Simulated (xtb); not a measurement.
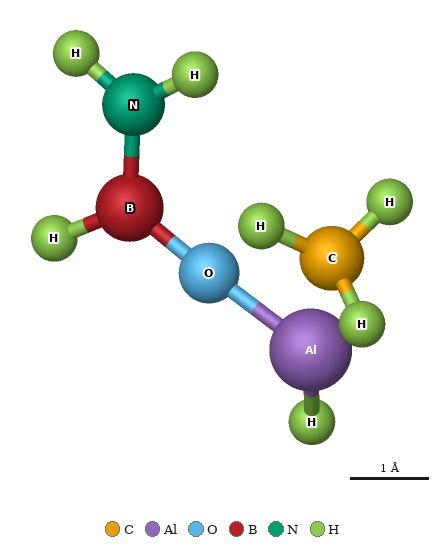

Figure 1. The structure as given in the input (ball-and-stick view, seen at a tilt). Sticks mark near contacts.

## Frequency calculation of CH7AlBNO (part 1 of 2)

The run: frequency calculation of CH7AlBNO, multiplicity 3. Method and program: GFN2-xTB, GBSA solvent h2o (xtb 6.7.1).

The geometry was optimised with GFN2-xTB/GBSA(h2o).

### Input (mol.xyz)
```
12

C     -1.75118500     0.36554200     0.61318400
Al    -0.78711700    -1.83017400    -0.03340300
O      0.64382800    -1.03950100    -0.39635800
B      1.78597000    -0.36858900    -0.64110200
N      2.18962600     0.69242500     0.16346500
H     -1.31446000     1.21185600     0.10994800
H     -1.57032300     0.32401000     1.67869500
H     -2.76572500     0.13468900     0.31675800
H     -0.34023100    -3.42010500    -0.39863700
H      2.46632600    -0.68286600    -1.56170000
H      1.64973000     1.00512700     0.95211100
H      3.03333700     1.21476000     0.01684800
```

Hardware: 1 thread of Arm Neoverse V1, 24 GiB of memory available, shared host.

Command:
```bash
xtb mol.xyz --hess --cma -u 2 --gfn 2 --gbsa h2o reference --parallel 1 | tee mol.out
```

### The program's output
```
* xtb version 6.7.1
   ID    Z sym.   atoms
    1    6 C      1
    2   13 Al     2
    3    8 O      3
    4    5 B      4
    5    7 N      5
    6    1 H      6-12

           -------------------------------------------------
          |                Calculation Setup                |
           -------------------------------------------------

          program call               : xtb mol.xyz --hess --cma -u 2 --gfn 2 --gbsa h2o reference --parallel 1
          coordinate file            : mol.xyz
          omp threads                :                     1

molecular fragmentation (1/2 indicates fragments):
111111112111
# atoms in fragment 1/2:    11     1
 fragment masses (1/2) :       85.86        1.01
CMA distance (Bohr)    :   5.455
constraining FC (au)   :  0.0500

           -------------------------------------------------
          |                 G F N 2 - x T B                 |
           -------------------------------------------------

      * Hamiltonian:
        H0-scaling (s, p, d)           1.850000    2.230000    2.230000
        zeta-weighting                 0.500000
      * Dispersion:
        s8                             2.700000
        a1                             0.520000
        a2                             5.000000
        s9                             5.000000
      * Repulsion:
        kExp                           1.500000    1.000000
        rExp                           1.000000
      * Coulomb:
        alpha                          2.000000
        third order                    shell-resolved
        anisotropic                    true
        a3                             3.000000
        a5                             4.000000
        cn-shift                       1.200000
        cn-exp                         4.000000
        max-rad                        5.000000

      * Solvation model:               GBSA
        Solvent                        h2o
        Parameter file                 internal GFN2-xTB/GBSA
        Dielectric constant                8.0200E+01
        Reference state                gsolv=reference [X=1]
        Free energy shift                  3.6712E-03 Eh       2.3037E+00 kcal/mol
        Temperature                        2.9815E+02 K
        Density                            1.0000E+00 kg/L
        Solvent mass                       1.8000E+01 g/mol
        Interaction kernel             Still
        Born radius scaling (c1)           1.5524E+00
        Born radii integrator          GBOBC
        Born offset                        2.4628E-02 a0       4.6540E-02 AA
        H-bond correction              true
        Ion screening                  false
        Surface tension                    1.0000E-05 Eh       1.5569E+01 dyn/cm
        Grid points                               230 per atom

          ...................................................
          :                      SETUP                      :
          :.................................................:
          :  # basis functions                  33          :
          :  # atomic orbitals                  32          :
          :  # shells                           18          :
          :  # electrons                        28          :
          :  max. iterations                   250          :
          :  Hamiltonian                  GFN2-xTB          :
          :  restarted?                      false          :
          :  GBSA solvation                   true          :
          :  PC potential                    false          :
          :  electronic temp.          300.0000000     K    :
          :  accuracy                    1.0000000          :
          :  -> integral cutoff          0.2500000E+02      :
          :  -> integral neglect         0.1000000E-07      :
          :  -> SCF convergence          0.1000000E-05 Eh   :
          :  -> wf. convergence          0.1000000E-03 e    :
          :  Broyden damping             0.4000000          :
          :  net charge                          0          :
          :  unpaired electrons                  2          :
          ...................................................

 iter      E             dE          RMSdq      gap      omega  full diag
   1    -14.9512622 -0.149513E+02  0.139E+01    1.54       0.0  T
   2    -15.1225545 -0.171292E+00  0.680E+00    1.35       1.0  T
   3    -15.1240888 -0.153436E-02  0.339E+00    2.52       1.0  T
   4    -15.1513363 -0.272475E-01  0.230E+00    2.58       1.0  T
   5    -15.1547248 -0.338848E-02  0.887E-01    2.64       1.0  T
   6    -15.1551972 -0.472437E-03  0.466E-01    2.57       1.0  T
   7    -15.1552260 -0.287440E-04  0.262E-01    2.55       1.0  T
   8    -15.1552899 -0.638893E-04  0.115E-01    2.55       1.0  T
   9    -15.1552924 -0.254641E-05  0.534E-02    2.56       1.0  T
  10    -15.1552943 -0.187222E-05  0.290E-02    2.56       1.0  T
  11    -15.1552950 -0.703279E-06  0.147E-02    2.55       2.0  T
  12    -15.1552951 -0.620361E-07  0.940E-03    2.56       3.1  T
  13    -15.1552952 -0.192260E-06  0.200E-03    2.56      14.4  T
  14    -15.1552953 -0.919613E-08  0.532E-04    2.56      54.2  T
  15    -15.1552953 -0.903823E-09  0.177E-04    2.56     162.8  T

   *** convergence criteria satisfied after 15 iterations ***

         #    Occupation            Energy/Eh            Energy/eV
      -------------------------------------------------------------
         1        2.0000           -0.6525433             -17.7566
       ...           ...                  ...                  ...
         9        2.0000           -0.4741346             -12.9019
        10        2.0000           -0.4678378             -12.7305
        11        2.0000           -0.4291161             -11.6768
        12        2.0000           -0.4136663             -11.2564
        13        2.0000           -0.4030611             -10.9679
        14        1.0000           -0.3672082              -9.9922
        15        1.0000           -0.2737340              -7.4487 (HOMO)
        16                         -0.1798203              -4.8932 (LUMO)
        17                         -0.1480885              -4.0297
        18                         -0.1356800              -3.6920
        19                         -0.0898288              -2.4444
        20                         -0.0202030              -0.5498
       ...                                ...                  ...
        32                          1.0708964              29.1406
      -------------------------------------------------------------
                  HL-Gap            0.0939136 Eh            2.5555 eV
             Fermi-level           -0.3059559 Eh           -8.3255 eV

 transition dipole moment (au) for excitation:          14          15
     X       Y       Z
   0.2040   1.3747   0.1517  total (au/Debye):    1.398   3.554
 dE (eV)             :    2.544
 oscillator strength :  0.17225E+00

 SCC (total)                   0 d,  0 h,  0 min,  0.007 sec
 SCC setup                      ...        0 min,  0.000 sec (  3.440%)
 Dispersion                     ...        0 min,  0.000 sec (  0.669%)
 classical contributions        ...        0 min,  0.000 sec (  0.135%)
 integral evaluation            ...        0 min,  0.001 sec ( 10.244%)
 iterations                     ...        0 min,  0.004 sec ( 51.313%)
 molecular gradient             ...        0 min,  0.001 sec ( 20.601%)
 printout                       ...        0 min,  0.001 sec ( 13.398%)

         :::::::::::::::::::::::::::::::::::::::::::::::::::::
         ::                     SUMMARY                     ::
         :::::::::::::::::::::::::::::::::::::::::::::::::::::
         :: total energy             -14.997747303419 Eh    ::
         :: w/o Gsasa/hb/shift       -14.993625033226 Eh    ::
         :: gradient norm              0.000382627892 Eh/a0 ::
         :: HOMO-LUMO gap              2.555520038244 eV    ::
         ::.................................................::
         :: SCC energy               -15.155282153736 Eh    ::
         :: -> isotropic ES            0.083288400081 Eh    ::
         :: -> anisotropic ES          0.002473722910 Eh    ::
         :: -> anisotropic XC          0.002599257593 Eh    ::
         :: -> dispersion             -0.006324482256 Eh    ::
         :: -> Gsolv                  -0.013265783095 Eh    ::
         ::    -> Gelec               -0.009143512902 Eh    ::
         ::    -> Gsasa               -0.002865635374 Eh    ::
         ::    -> Ghb                 -0.004927867408 Eh    ::
         ::    -> Gshift               0.003671232589 Eh    ::
         :: repulsion energy           0.157534850317 Eh    ::
         :: add. restraining           0.000000000000 Eh    ::
         :: total charge               0.000000000000 e     ::
         :::::::::::::::::::::::::::::::::::::::::::::::::::::

           -------------------------------------------------
          |                Numerical Hessian                |
           -------------------------------------------------
step length          :   0.00500
SCC accuracy         :   0.30000
Hessian scale factor :   1.00000
frozen atoms in %    :   0.00000    0
RMS gradient         :   0.00038
estimated CPU  time      0.00 min

writing file <hessian>, containing the non-mass-weighted Hessian matrix in atomic units (Eₕ/Bohr²).

 projected vibrational frequencies (cm⁻¹)
eigval :       -0.00    -0.00    -0.00     0.00     0.00     0.00
eigval :       40.34    65.40    79.98   154.34   189.61   201.76
eigval :      222.72   357.99   398.15   415.65   492.82   518.54
eigval :      564.25   623.91   793.91   870.90   917.02  1071.00
eigval :     1105.60  1172.45  1333.12  1340.26  1361.07  1495.67
eigval :     2428.86  3018.97  3071.86  3121.55  3503.31  3562.21
           -------------------------------------------------
          |                Property Printout                |
           -------------------------------------------------

    * Orbital Energies and Occupations

         #    Occupation            Energy/Eh            Energy/eV
      -------------------------------------------------------------
         1        2.0000           -0.6525435             -17.7566
       ...           ...                  ...                  ...
         3        2.0000           -0.5824407             -15.8490
         4        2.0000           -0.5476676             -14.9028
         5        2.0000           -0.5215613             -14.1924
         6        2.0000           -0.4981692             -13.5559
         7        2.0000           -0.4819081             -13.1134
         8        2.0000           -0.4784124             -13.0183
         9        2.0000           -0.4741349             -12.9019
        10        2.0000           -0.4678380             -12.7305
        11        2.0000           -0.4291166             -11.6769
        12        2.0000           -0.4136664             -11.2564
        13        2.0000           -0.4030606             -10.9678
        14        1.0000           -0.3672088              -9.9923
        15        1.0000           -0.2737350              -7.4487 (HOMO)
        16                         -0.1798210              -4.8932 (LUMO)
        17                         -0.1480899              -4.0297
        18                         -0.1356806              -3.6921
        19                         -0.0898296              -2.4444
        20                         -0.0202036              -0.5498
        21                          0.0175932               0.4787
        22                          0.0513493               1.3973
        23                          0.0659595               1.7948
        24                          0.1561129               4.2480
        25                          0.2116161               5.7584
        26                          0.2566660               6.9842
       ...                                ...                  ...
        32                          1.0708960              29.1406
      -------------------------------------------------------------
                  HL-Gap            0.0939140 Eh            2.5555 eV
             Fermi-level           -0.3059563 Eh           -8.3255 eV
```
